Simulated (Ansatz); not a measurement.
# AlH3 (SMILES [AlH3]): HSE06/def2-TZVPPD

What is the electronic atomisation energy of AlH3 at HSE06/def2-TZVPPD? 

Program for the calculation: Ansatz 0.2.0.

35 further runs of the same task are left out: 1 that didn't finish, 34 set aside as unsound or not needed.

### Step 1. Starting point

AlH3 has 4 atoms, charge 0, and is taken as a singlet. As SMILES, `[AlH3]`. Geometry: relaxed at PBE0-D4/def2-TZVP.

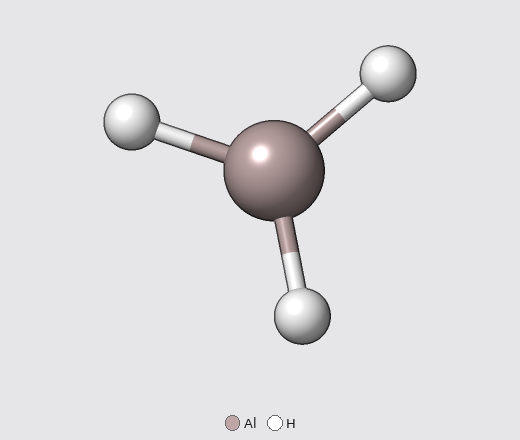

The structure, seen from a chosen angle (aluminium light grey, hydrogen white).

### Step 2. The energy at HSE06/def2-TZVPPD

input.yaml

```yaml
crystal:
  periodic: [false, false, false]
  atoms:
    - symbol: Al
      position_ang: [0.013700, -0.014800, -0.005100]
    - symbol: H
      position_ang: [0.633200, 0.670900, 1.283600]
    - symbol: H
      position_ang: [-1.340800, -0.832000, 0.105100]
    - symbol: H
      position_ang: [0.749400, 0.115700, -1.403900]
basis:
  gaussian:
    orbitals: def2-TZVPPD.json
accuracy: high
hamiltonian:
  xc: hse06
output: {orbitals: {seedname: orbitals}}
```

The basis set def2-TZVPPD is read from a file made from the Basis Set Exchange's data (not shown).

Launch:

```console
$ ansatz run input.yaml --threads 1 --pin off --max-ram 3480MiB --events-out events.jsonl --progress --plain --runs-dir runs
```

Output:

```text
Warning: RAYON_NUM_THREADS=1 ignored (pool sized by the plan → 1); use --threads N
Functional definition: HSE06
  name "HSE06"
  parameter a = 0.25
  parameter omega = 0.11/bohr
  exchange = pbe_x - a*pbe_x_sr(omega) + a*exact_x_sr(omega)
  correlation = pbe_c
1496 factors; integrals over basis functions are off by at most 3.3e-9 eV
103 factors; integrals over basis functions are off by at most 1.6e-9 eV
mean field evaluation 1: about -6641.0750 eV, gradient 1.1e1 eV
mean field evaluation 2: about -6641.5149 eV, gradient 3.3e0 eV
mean field evaluation 4: about -6641.5526 eV, gradient 6.9e-1 eV
mean field evaluation 8: about -6641.5516 eV, gradient 5.2e-4 eV
mean field evaluation 16: about -6641.5516 eV, gradient 1.5e-8 eV
mean field -6641.55158841 eV, -244.0725190686 hartree, gradient 1.5e-8 eV, S^2 0.000000; 0 other end points of the search recorded, 0 dependent functions left out
reference -6641.55159189 eV, -244.0725191966 hartree; 8, 8 occupied and 91, 91 virtual orbitals, 1496 factors
Total energy: -6641.55159189 eV, -244.0725191966 hartree
```

It took 3.3 s on 1 thread of Arm Neoverse V1, shared host; peak memory 0.21 GiB.

### Step 3. The Al atom at the same level

molecule.yaml

```yaml
crystal:
  periodic: [false, false, false]
  atoms:
    - {symbol: Al, position_ang: [0.000000, 0.000000, 0.000000]}
basis:
  gaussian: {orbitals: def2-TZVPPD.json}
magnetization: {spin_polarized: true, initial_magnetization: 1}
hamiltonian: {xc: {name: HSE06}}
accuracy: high
```

The basis set def2-TZVPPD is read from a file made from the Basis Set Exchange's data (not shown).

Run the same way, it converges to -242.24308 Eh (log not shown).

### Step 4. The H atom

in.yaml

```yaml
crystal:
  periodic: [false, false, false]
  atoms:
    - {symbol: H, position_ang: [0.000000, 0.000000, 0.000000]}
basis:
  gaussian: {orbitals: def2-TZVPPD.json}
magnetization: {spin_polarized: true, initial_magnetization: 1}
hamiltonian: {xc: hse06}
accuracy: high
```

The basis set def2-TZVPPD is read from a file made from the Basis Set Exchange's data (not shown).

Launch:

```console
$ ansatz run in.yaml --threads 1 --pin off --max-ram 3480MiB --events-out events.jsonl --progress --plain --runs-dir runs
```

Output:

```text
Warning: RAYON_NUM_THREADS=1 ignored (pool sized by the plan → 1); use --threads N
[... 6 set-up lines as earlier in the session ...]
117 factors; integrals over basis functions are off by at most 2.6e-9 eV
29 factors; integrals over basis functions are off by at most 1.5e-9 eV
mean field evaluation 1: about -13.6261 eV, gradient 1.2e-1 eV
mean field evaluation 2: about -13.6260 eV, gradient 1.2e-1 eV
mean field evaluation 4: about -13.6261 eV, gradient 3.4e-4 eV
mean field evaluation 8: about -13.6261 eV, gradient 1.0e-7 eV
mean field -13.62611853 eV, -0.5007506200 hartree, gradient 1.0e-7 eV, S^2 0.750000; 0 other end points of the search recorded, 0 dependent functions left out
reference -13.62612104 eV, -0.5007507122 hartree; 1, 0 occupied and 16, 17 virtual orbitals, 117 factors
Total energy: -13.62612104 eV, -0.5007507122 hartree
```

Wall time 0.26 s (1 thread of Arm Neoverse V1, shared host).

### Step 5. Outcome

Level: HSE06/def2-TZVPPD.

| quantity | value |
| --- | --- |
| molecule: total energy | -244.07252 Eh |
| molecule: HOMO energy | -8.17 eV |
| molecule: LUMO energy | -2.12 eV |
| molecule: HOMO–LUMO gap | 6.05 eV |
| Al atom: total energy | -242.24308 Eh |
| Al atom: ⟨S²⟩ | 0.757 |
| H atom: total energy | -0.50075 Eh |
| H atom: ⟨S²⟩ | 0.750 |
| electronic atomisation energy | 8.903 eV |

Taking the molecule apart into free atoms costs 8.90 eV (859 kJ/mol), before zero-point energy and without spin-orbit coupling.
